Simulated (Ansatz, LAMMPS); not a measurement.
# Structural relaxation of amorphous Si0.4C0.6 (202 atoms), part 2 of 3

Aim: bring amorphous Si0.4C0.6 (202 atoms) to a nearby minimum of the energy and see what moves.

Ansatz 0.2.0; Kohn-Sham DFT, RPBE, PAW (set soft_2), plane waves.

The cell: 81 Si and 121 C. The quench rate of 100 K/ps is many orders above laboratory rates. The starting topology of bonds comes from the classical model. Sampling is at Γ alone, for a cell whose shortest periodic width is 13 Å.

So far. Step 3 (Single point at the start): The r.m.s. force component of 0.85 eV/Å and the pressure of 7.5 GPa set the starting point.

## Step 4: Relaxation

With the cell held, the atoms are moved downhill towards a nearby minimum.

The input, input.yaml:

```yaml
crystal:
  lattice:
    - [12.9103, 0.0, 0.0]
    - [0.0, 12.9103, 0.0]
    - [0.0, 0.0, 12.9103]
  atoms:
    [... the 202 atom lines of step 3 ...]
kpoints:
  mp_grid: { grid: [1, 1, 1] }
hamiltonian:
  xc: rpbe
scf:
  occupations: { method: gaussian, width: 0.025 }
output:
  forces: true
relax:
  f_tol: 0.03
  max_steps: 148
```

Launch:

```
$ ansatz run input.yaml --threads 4 --pin off --max-ram 8192MiB --backend cpu --events-out ev --progress --plain --runs-dir out
```

Numbers of over 12 decimals in the logs are rounded to 6 here.

The log of the run:

```text
[...]
Crystal: 202 atoms, lattice volume = 2151.835 Å³
Basis set: ecut = 420 eV, 42115 PW (Γ), exchange–correlation on 180×180×180 points (8 copies of the dense FFT grid, shifted against one another)
Bands: 606, of which v1, the nominal top of the filled ones, is band 404 counted from 1 (403 counted from 0)
Symmetry: 1 space group operations
[...]
k-points: 1
[...]
SCF iter   1: F=—  HF=-82121.278869 eV  |F-HF|=—  |Δ(HF+E_count)|=         —  Δρ=1.02e-2  dr2=5.41e0  ethr=1.77e-3  ⟨swp⟩=6.0  Hψ=2546  notcnv=0  defer=167
[...]
SCF iter   8: F=-82120.695101 eV  HF=-82120.695105 eV  |F-HF|=4.11e-6  |Δ(HF+E_count)|=   1.35e-5  Δρ=1.26e-5  dr2=1.20e-5  ethr=2.78e-9  ⟨swp⟩=4.0  Hψ=1701  notcnv=0
SCF 1 converged in 8 iterations: F = -82120.695101 eV  dr2 = 1.20e-5
[...]
relax step   1: F+E_penalty+E_count = -82120.69510098 eV  Δ(F+E_penalty+E_count) = +0.000e0 eV  max|allowed force component| = 3.264e0 eV/Å  Δτ_max = 0.0000 Å  (8 SCF iters, dr2 threshold 2.25e-5 eV, accepted)
[...]
relax step   2: F+E_penalty+E_count = -82130.72931648 eV  Δ(F+E_penalty+E_count) = -1.003e1 eV  max|allowed force component| = 1.890e0 eV/Å  Δτ_max = 0.1989 Å  (7 SCF iters, dr2 threshold 1.00e-4 eV, accepted)
[...]
relax step   3: F+E_penalty+E_count = -82135.73060292 eV  Δ(F+E_penalty+E_count) = -5.001e0 eV  max|allowed force component| = 1.397e0 eV/Å  Δτ_max = 0.1950 Å  (6 SCF iters, dr2 threshold 1.00e-4 eV, accepted)
relax step   4: F+E_penalty+E_count = -82138.41176393 eV  Δ(F+E_penalty+E_count) = -2.681e0 eV  max|allowed force component| = 1.175e0 eV/Å  Δτ_max = 0.1998 Å  (7 SCF iters, dr2 threshold 1.00e-4 eV, accepted)
relax step   5: F+E_penalty+E_count = -82139.95763389 eV  Δ(F+E_penalty+E_count) = -1.546e0 eV  max|allowed force component| = 9.337e-1 eV/Å  Δτ_max = 0.1958 Å  (6 SCF iters, dr2 threshold 1.00e-4 eV, accepted)
relax step   6: F+E_penalty+E_count = -82141.02741071 eV  Δ(F+E_penalty+E_count) = -1.070e0 eV  max|allowed force component| = 1.906e0 eV/Å  Δτ_max = 0.1677 Å  (7 SCF iters, dr2 threshold 1.00e-4 eV, accepted)
relax step   7: F+E_penalty+E_count = -82141.64351855 eV  Δ(F+E_penalty+E_count) = -6.161e-1 eV  max|allowed force component| = 7.525e-1 eV/Å  Δτ_max = 0.1620 Å  (6 SCF iters, dr2 threshold 1.00e-4 eV, accepted)
relax step   8: F+E_penalty+E_count = -82142.06291186 eV  Δ(F+E_penalty+E_count) = -4.194e-1 eV  max|allowed force component| = 1.043e0 eV/Å  Δτ_max = 0.1135 Å  (6 SCF iters, dr2 threshold 8.83e-5 eV, accepted)
relax step   9: F+E_penalty+E_count = -82142.58011702 eV  Δ(F+E_penalty+E_count) = -5.172e-1 eV  max|allowed force component| = 9.261e-1 eV/Å  Δτ_max = 0.1984 Å  (6 SCF iters, dr2 threshold 1.00e-4 eV, accepted)
relax step  10: F+E_penalty+E_count = -82142.97393544 eV  Δ(F+E_penalty+E_count) = -3.938e-1 eV  max|allowed force component| = 7.277e-1 eV/Å  Δτ_max = 0.1948 Å  (6 SCF iters, dr2 threshold 1.00e-4 eV, accepted)
relax step  11: F+E_penalty+E_count = -82143.23680839 eV  Δ(F+E_penalty+E_count) = -2.629e-1 eV  max|allowed force component| = 2.019e0 eV/Å  Δτ_max = 0.1950 Å  (6 SCF iters, dr2 threshold 1.00e-4 eV, accepted)
relax step  12: F+E_penalty+E_count = -82143.44166891 eV  Δ(F+E_penalty+E_count) = -2.049e-1 eV  max|allowed force component| = 1.210e0 eV/Å  Δτ_max = 0.0837 Å  (6 SCF iters, dr2 threshold 1.00e-4 eV, accepted)
relax step  13: F+E_penalty+E_count = -82143.65564752 eV  Δ(F+E_penalty+E_count) = -2.140e-1 eV  max|allowed force component| = 4.691e-1 eV/Å  Δτ_max = 0.1949 Å  (6 SCF iters, dr2 threshold 1.00e-4 eV, accepted)
relax step  14: F+E_penalty+E_count = -82143.83181630 eV  Δ(F+E_penalty+E_count) = -1.762e-1 eV  max|allowed force component| = 6.991e-1 eV/Å  Δτ_max = 0.0751 Å  (6 SCF iters, dr2 threshold 3.31e-5 eV, accepted)
relax step  15: F+E_penalty+E_count = -82144.20851703 eV  Δ(F+E_penalty+E_count) = -3.767e-1 eV  max|allowed force component| = 1.131e0 eV/Å  Δτ_max = 0.1937 Å  (6 SCF iters, dr2 threshold 7.34e-5 eV, accepted)
relax step  16: F+E_penalty+E_count = -82144.75410013 eV  Δ(F+E_penalty+E_count) = -5.456e-1 eV  max|allowed force component| = 1.165e0 eV/Å  Δτ_max = 0.1952 Å  (6 SCF iters, dr2 threshold 1.00e-4 eV, accepted)
relax step  17: F+E_penalty+E_count = -82144.96897942 eV  Δ(F+E_penalty+E_count) = -2.149e-1 eV  max|allowed force component| = 2.979e0 eV/Å  Δτ_max = 0.1932 Å  (6 SCF iters, dr2 threshold 1.00e-4 eV, accepted)
relax step  18: F+E_penalty+E_count = -82145.42128110 eV  Δ(F+E_penalty+E_count) = -4.523e-1 eV  max|allowed force component| = 5.778e-1 eV/Å  Δτ_max = 0.0871 Å  (6 SCF iters, dr2 threshold 1.00e-4 eV, accepted)
relax step  19: F+E_penalty+E_count = -82145.66506226 eV  Δ(F+E_penalty+E_count) = -2.438e-1 eV  max|allowed force component| = 1.069e0 eV/Å  Δτ_max = 0.2000 Å  (6 SCF iters, dr2 threshold 2.09e-5 eV, accepted)
relax step  20: F+E_penalty+E_count = -82145.98785028 eV  Δ(F+E_penalty+E_count) = -3.228e-1 eV  max|allowed force component| = 6.587e-1 eV/Å  Δτ_max = 0.1165 Å  (6 SCF iters, dr2 threshold 7.15e-5 eV, accepted)
relax step  21: F+E_penalty+E_count = -82146.22894482 eV  Δ(F+E_penalty+E_count) = -2.411e-1 eV  max|allowed force component| = 5.111e-1 eV/Å  Δτ_max = 0.1552 Å  (6 SCF iters, dr2 threshold 1.00e-4 eV, accepted)
relax step  22: F+E_penalty+E_count = -82146.43336109 eV  Δ(F+E_penalty+E_count) = -2.044e-1 eV  max|allowed force component| = 6.662e-1 eV/Å  Δτ_max = 0.1916 Å  (6 SCF iters, dr2 threshold 9.91e-5 eV, accepted)
relax step  23: F+E_penalty+E_count = -82146.57931231 eV  Δ(F+E_penalty+E_count) = -1.460e-1 eV  max|allowed force component| = 1.007e0 eV/Å  Δτ_max = 0.1952 Å  (6 SCF iters, dr2 threshold 1.00e-4 eV, accepted)
relax step  24: F+E_penalty+E_count = -82146.78997011 eV  Δ(F+E_penalty+E_count) = -2.107e-1 eV  max|allowed force component| = 6.078e-1 eV/Å  Δτ_max = 0.0835 Å  (6 SCF iters, dr2 threshold 1.00e-4 eV, accepted)
relax step  25: F+E_penalty+E_count = -82146.76277900 eV  Δ(F+E_penalty+E_count) = +2.719e-2 eV  max|allowed force component| = 2.145e0 eV/Å  Δτ_max = 0.1948 Å  (6 SCF iters, dr2 threshold 1.00e-4 eV, rejected (line search))
relax step  26: F+E_penalty+E_count = -82146.93273501 eV  Δ(F+E_penalty+E_count) = -1.428e-1 eV  max|allowed force component| = 4.807e-1 eV/Å  Δτ_max = 0.0949 Å  (7 SCF iters, accepted)
[...]
relax step  33: F+E_penalty+E_count = -82147.15394545 eV  Δ(F+E_penalty+E_count) = -6.274e-3 eV  max|allowed force component| = 1.579e-1 eV/Å  Δτ_max = 0.0537 Å  (7 SCF iters, accepted)
[...]
relax step  35: F+E_penalty+E_count = -82147.16359813 eV  Δ(F+E_penalty+E_count) = -3.908e-3 eV  max|allowed force component| = 5.914e-2 eV/Å  Δτ_max = 0.0106 Å  (6 SCF iters, accepted)
relax step  36: F+E_penalty+E_count = -82147.16965707 eV  Δ(F+E_penalty+E_count) = -6.059e-3 eV  max|allowed force component| = 7.558e-2 eV/Å  Δτ_max = 0.0202 Å  (6 SCF iters, accepted)
[...]
relax step  38: F+E_penalty+E_count = -82147.26607842 eV  Δ(F+E_penalty+E_count) = -8.621e-2 eV  max|allowed force component| = 5.019e-1 eV/Å  Δτ_max = 0.0837 Å  (6 SCF iters, dr2 threshold 1.00e-4 eV, accepted)
relax step  39: F+E_penalty+E_count = -82147.49073571 eV  Δ(F+E_penalty+E_count) = -2.247e-1 eV  max|allowed force component| = 1.187e0 eV/Å  Δτ_max = 0.1120 Å  (6 SCF iters, dr2 threshold 7.25e-5 eV, accepted)
relax step  40: F+E_penalty+E_count = -82147.61107566 eV  Δ(F+E_penalty+E_count) = -1.203e-1 eV  max|allowed force component| = 3.501e0 eV/Å  Δτ_max = 0.1999 Å  (6 SCF iters, dr2 threshold 1.00e-4 eV, accepted)
relax step  41: F+E_penalty+E_count = -82148.14763755 eV  Δ(F+E_penalty+E_count) = -5.366e-1 eV  max|allowed force component| = 1.502e0 eV/Å  Δτ_max = 0.0990 Å  (6 SCF iters, dr2 threshold 1.00e-4 eV, accepted)
relax step  42: F+E_penalty+E_count = -82148.55751265 eV  Δ(F+E_penalty+E_count) = -4.099e-1 eV  max|allowed force component| = 7.059e-1 eV/Å  Δτ_max = 0.2000 Å  (6 SCF iters, dr2 threshold 1.00e-4 eV, accepted)
relax step  43: F+E_penalty+E_count = -82148.83144838 eV  Δ(F+E_penalty+E_count) = -2.739e-1 eV  max|allowed force component| = 4.048e-1 eV/Å  Δτ_max = 0.1956 Å  (6 SCF iters, dr2 threshold 9.17e-5 eV, accepted)
relax step  44: F+E_penalty+E_count = -82148.87390191 eV  Δ(F+E_penalty+E_count) = -4.245e-2 eV  max|allowed force component| = 4.101e-1 eV/Å  Δτ_max = 0.0937 Å  (6 SCF iters, dr2 threshold 3.62e-5 eV, accepted)
relax step  45: F+E_penalty+E_count = -82148.89518478 eV  Δ(F+E_penalty+E_count) = -2.128e-2 eV  max|allowed force component| = 8.797e-2 eV/Å  Δτ_max = 0.0341 Å  (6 SCF iters, dr2 threshold 5.53e-5 eV, accepted)
relax step  46: F+E_penalty+E_count = -82148.90058221 eV  Δ(F+E_penalty+E_count) = -5.397e-3 eV  max|allowed force component| = 6.394e-2 eV/Å  Δτ_max = 0.0253 Å  (6 SCF iters, accepted)
relax step  47: F+E_penalty+E_count = -82148.90397299 eV  Δ(F+E_penalty+E_count) = -3.391e-3 eV  max|allowed force component| = 3.117e-2 eV/Å  Δτ_max = 0.0364 Å  (6 SCF iters, accepted)
[...]
relax step  48: F+E_penalty+E_count = -82148.90547745 eV  Δ(F+E_penalty+E_count) = -1.504e-3 eV  max|allowed force component| = 2.891e-2 eV/Å  Δτ_max = 0.0311 Å  (6 SCF iters, accepted)
SCF converged after 6 iterations
Free energy (F): -82148.905477 eV
[...]
Internal energy: -82148.905477 eV  (E = F + TS)
E sigma→0 (E₀):  -82148.905477 eV
Entropy (-TS):   -0.000000 eV (-0.000 meV/atom)
Fermi energy:    9.632946 eV
[...]
--- Forces (eV/Å), atoms counted from 1 ---
  atom   1  Si    -0.00021134     0.00466656    -0.00133122
  atom   2  Si    -0.00272625    -0.00143267     0.00026263
  atom   3  Si    -0.00210621     0.01056787     0.00150354
  atom   4  Si     0.00062799    -0.00418827     0.00602295
  atom   5  Si    -0.00127406     0.00340438    -0.00902308
  atom   6  Si     0.00472510     0.01198826     0.00031590
  atom   7  Si    -0.00179485    -0.00195426    -0.00154605
  atom   8  Si    -0.00188720     0.00240792    -0.00070567
  atom   9  Si    -0.00171862    -0.00279295    -0.00556586
  atom  10  Si     0.00581310     0.00197178     0.00104326
  atom  11  Si     0.00046851     0.00987223    -0.00090615
  atom  12  Si     0.00222480    -0.01111825    -0.00222574
  atom  13  Si     0.00011229    -0.00275343    -0.00382019
  atom  14  Si     0.00208524     0.00407605    -0.00365217
[...]
atom 201  C     -0.00688002     0.00133933    -0.01006289
  atom 202  C     -0.00648460     0.00520702    -0.00400138
  max |Σ_I F_I| component: 3.52e-5 eV/Å
--- Relaxed structure (48 steps of the walk, 47 accepted, 0 SCFs on fresh bases) ---
  F+E_penalty+E_count = -82148.90547745 eV   max|allowed force component| = 2.891e-2 eV/Å
  atoms:
    - { symbol: Si, position: [0.192631, 0.213722, 0.215116] }
    - { symbol: Si, position: [0.927959, 0.867932, 0.179315] }
    - { symbol: Si, position: [0.622781, 0.495187, 0.277365] }
    - { symbol: Si, position: [0.586314, 0.859514, 0.926727] }
[...]
- { symbol: C, position: [0.410133, 0.354460, 0.575228] }
```

The job ended after 18 min (4 threads of Arm Neoverse V2, shared host; peak memory 3.3 GiB; 71 min of CPU time).

The steps of the relaxation (22 of 48):

```tsv
step	energy less that of the first step (eV)	largest force component (eV/Å)
1	0.0000	3.2643
3	-15.0355	1.3974
5	-19.2625	0.9337
8	-21.3678	1.0427
10	-22.2788	0.7277
12	-22.7466	1.2102
14	-23.1367	0.6991
17	-24.2739	2.9790
19	-24.9700	1.0693
21	-25.5338	0.5111
23	-25.8842	1.0073
26	-26.2376	0.4807
28	-26.3097	0.2201
30	-26.3469	0.9861
32	-26.4526	0.0913
35	-26.4685	0.0591
37	-26.4848	0.9353
39	-26.7956	1.1865
41	-27.4525	1.5021
44	-28.1788	0.4101
46	-28.2055	0.0639
48	-28.2104	0.0289
```

Relaxation step 25 was tried and not accepted.

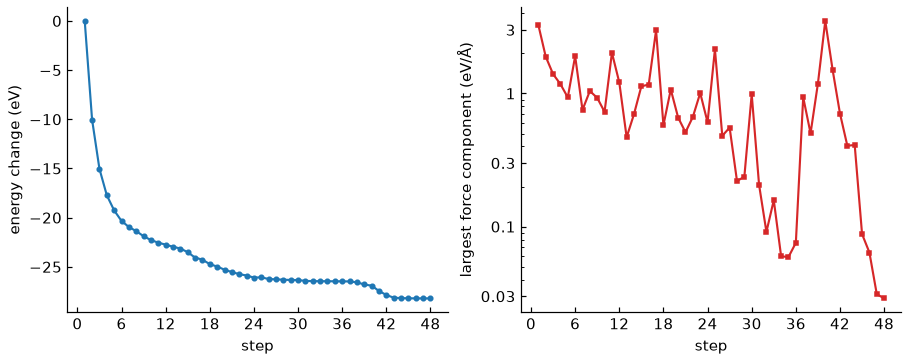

Energy and largest force along the relaxation.

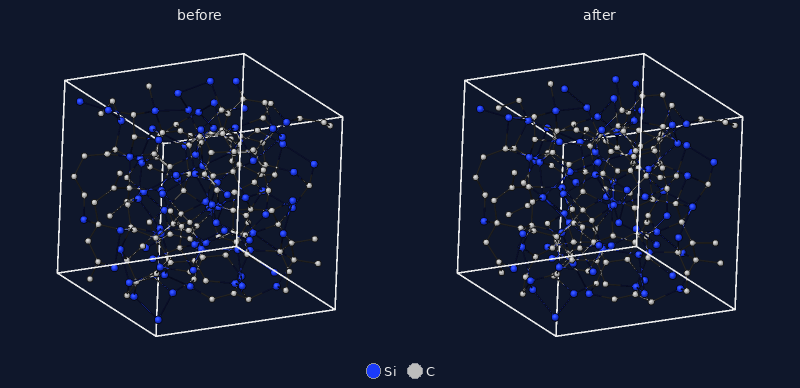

Before and after, at one scale.

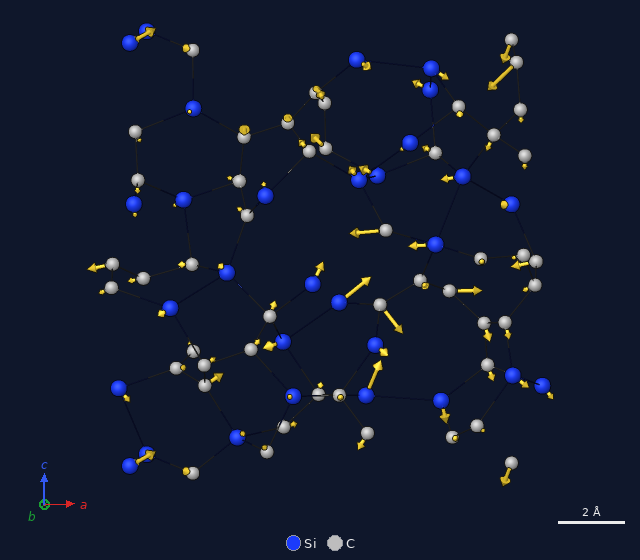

Displacements in the relaxation, exaggerated; the longest in the cell stands for 1.13 Å. Drawn is a slice 4 Å thick, seen along the normal of the ac plane. Bonds to atoms that aren't drawn are left out.

The atoms that moved most (Å):

```tsv
atom	dx	dy	dz	length
C151	-0.623	0.622	-0.701	1.125
Si61	0.295	-0.423	0.805	0.956
Si9	0.675	-0.256	0.579	0.925
C188	-0.787	0.403	-0.104	0.890
Si37	-0.504	0.697	0.216	0.887
C122	0.430	-0.582	0.493	0.875
C173	-0.112	0.744	0.379	0.843
C88	0.493	-0.121	-0.631	0.810
```

The relaxation changed the energy by -140 meV/atom, and atoms moved by 0.38 Å r.m.s., 1.1 Å at most.

## Step 5: Distances and neighbours after relaxation

Density 2.88 g/cm³, 10.65 Å³ an atom.

g(r), total and by pair (bins of 0.2 Å):

```tsv
r (Å)	total	C-C	C-Si	Si-Si
1.30	0.27	0.74	0.00	0.00
1.50	1.59	4.44	0.00	0.00
1.70	0.28	0.73	0.03	0.00
1.90	1.96	0.00	4.08	0.00
2.10	0.41	0.00	0.85	0.00
2.30	0.42	0.21	0.09	1.87
2.50	0.75	1.43	0.20	0.85
2.70	0.94	1.09	0.92	0.68
2.90	1.38	0.89	1.78	1.22
3.10	1.39	1.17	1.41	1.82
3.30	1.09	1.04	1.01	1.47
3.50	1.10	0.99	1.13	1.27
3.70	0.98	1.05	0.94	0.92
3.90	0.88	1.02	0.86	0.64
4.10	0.96	0.92	1.06	0.71
4.30	0.92	1.04	0.84	0.89
4.50	0.90	0.95	0.85	0.90
4.70	0.93	0.97	0.92	0.93
4.90	1.06	0.98	1.13	0.96
5.10	1.04	1.04	1.04	1.08
5.30	0.95	0.93	0.92	1.09
5.50	1.04	1.02	1.06	1.00
5.70	1.04	0.96	1.04	1.21
5.90	1.04	1.08	0.98	1.09
6.10	1.06	1.09	1.06	1.01
6.30	1.02	0.97	1.07	1.00
```

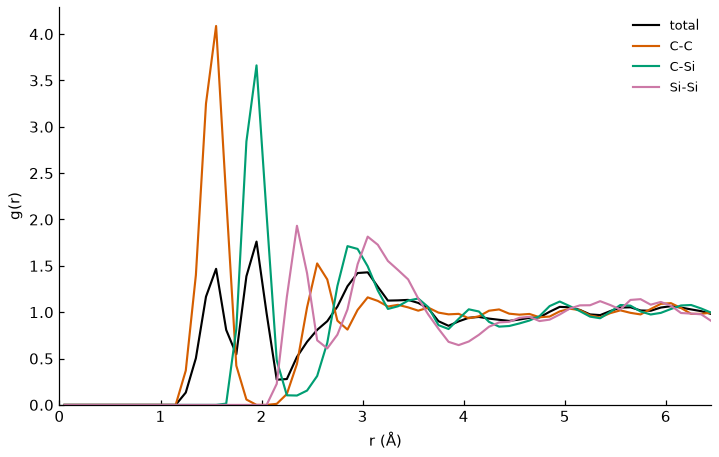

Pair distribution functions, lightly smoothed.

[end of part 2 of 3]

[Logs are printed without paths, hosts, clocks, repeated set-up lines and the standing remarks that a program may print on its own settings, such as how far it seeks lower states.]

[Hosts, paths, dates, database ids (printed as entryN), source tags and the programs' standing remarks are cut or masked in the printed files.]
